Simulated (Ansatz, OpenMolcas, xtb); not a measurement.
**Ligand exchange: NaBr + F2 → NaF + BrF**

Gas-phase species: NaBr, singlet; F2 (fluorine), singlet; NaF, singlet; BrF (bromine fluoride), singlet. The partners trade Br for F: Na–Br and F–F bonds give way to Na–F and F–Br.

Shapes, held fixed at every level: PBE0-D4/def2-TZVP. Programs: Ansatz 0.2.0, OpenMolcas 26.06, xtb 6.7.1. Electronic energies: no zero-point or thermal term.

| level | kind | ΔE (kJ/mol) | less CCSD(T)/cc-pVTZ |
| --- | --- | --- | --- |
| GFN1-xTB | semi-empirical | -241.4 | -60.5 |
| SVWN5/cc-pVTZ | LDA | -200.0 | -19.1 |
| CAM-B3LYP/cc-pVTZ | range-separated hybrid | -206.7 | -25.8 |
| HSE06/cc-pVTZ | range-separated hybrid | -187.0 | -6.1 |
| wB97X/cc-pVTZ | range-separated hybrid | -203.8 | -22.9 |
| PBE-QIDH/cc-pVTZ | double hybrid | -192.3 | -11.4 |
| RPA@PBE0/cc-pVTZ | RPA | -180.2 | +0.7 |
| BCCD(T)/cc-pVTZ | coupled cluster or CI | -181.4 | -0.5 |
| CCSD(T)/cc-pVTZ | coupled cluster or CI | -180.9 | 0.0 |

The highest level, CCSD(T)/cc-pVTZ, gives ΔE = -180.9 kJ/mol; the levels span -241.4 to -180.2. GFN1-xTB strays far from the other rows. The column of differences is taken from that level and isn't an error. No measured value is set beside it here. Relativity is left out for Br. Outer-core shells of Br, Na are correlated, in sets that cover them unevenly. Sets without diffuse functions underbind ionic bonds of s-block metals.

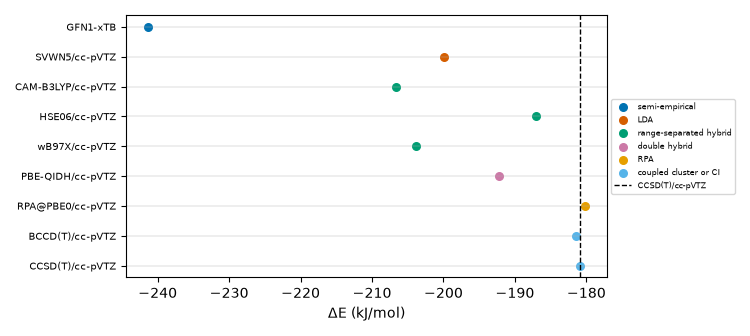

The values of the table, level by level.
